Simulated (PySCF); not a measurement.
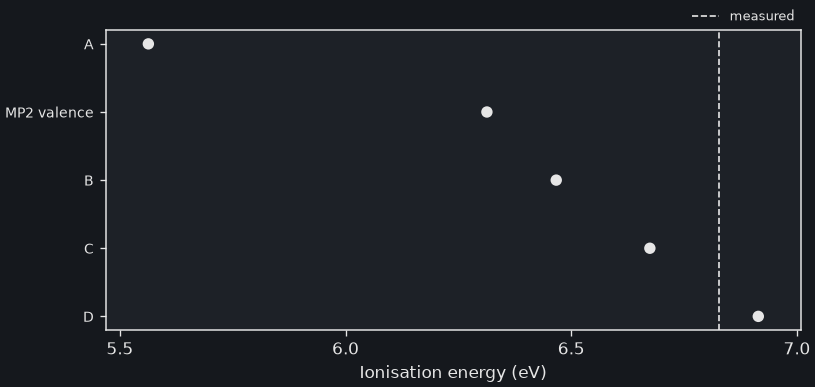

The ionisation energy of neutral titanium ([Ar] 3d² 4s² → [Ar] 3d² 4s) by several methods, in rising order. PySCF, aug-cc-pVDZ-DK, spin-free X2C-1e, unrestricted single determinants, no spin-orbit coupling. Methods marked “valence” freeze 18 core electrons. The lettered entries are HF, LDA, PBE and SCS-MP2 valence in some order.

Which letter is which method?

A is HF (5.56 eV); B is SCS-MP2 valence (6.47 eV); C is PBE (6.67 eV); D is LDA (6.91 eV). The values run from 5.56 eV (HF) to 6.91 eV (LDA). The measured value is 6.83 eV; nearest to it come LDA (+0.09) and PBE (−0.15), furthest HF (−1.26 eV).

Caveat: spin-orbit shift not estimated.
